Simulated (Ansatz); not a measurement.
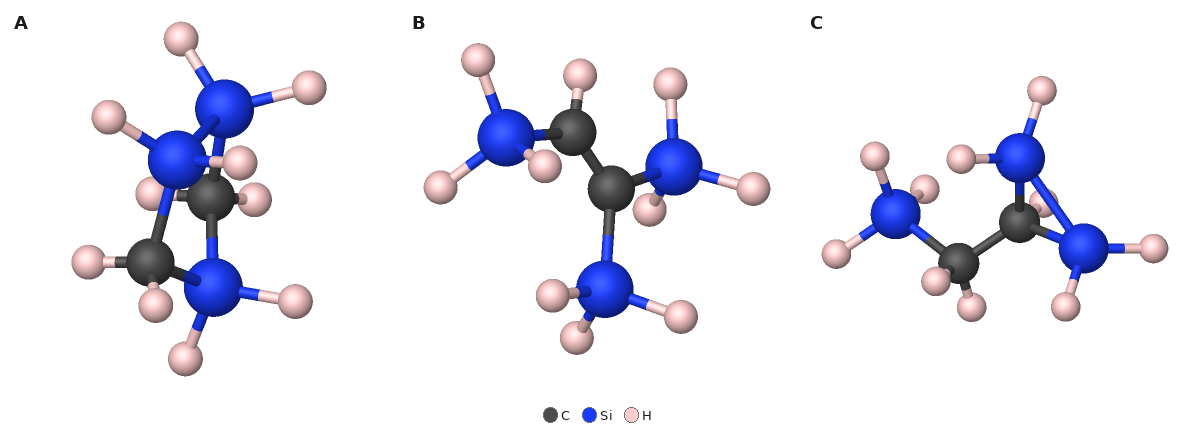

Source: calculation with Ansatz.

### Which panel belongs to which SMILES?
(1) C1[SiH2]C[SiH2][SiH2]1
(2) [SiH3]C=C([SiH3])[SiH3]
(3) [SiH3]CC1[SiH2][SiH2]1

A is (1), B is (2), C is (3).
